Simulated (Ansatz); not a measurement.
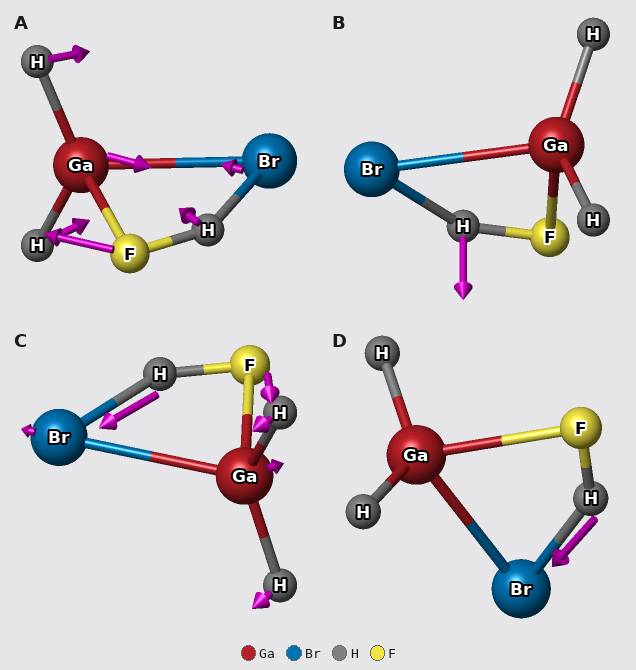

4 normal modes of one molecule or complex, as arrows. Harmonic vibrations computed with RKS PBE0-D4/def2-SVP (Ansatz 0.2.0) at a stationary point of the same level.

Match the panels to the wavenumbers 42 cm⁻¹, 297 cm⁻¹, 868 cm⁻¹, 1195 cm⁻¹.

A: 297 cm⁻¹
B: 868 cm⁻¹, a torsion or out-of-plane motion in which bond lengths and bond angles hardly change
C: 42 cm⁻¹
D: 1195 cm⁻¹
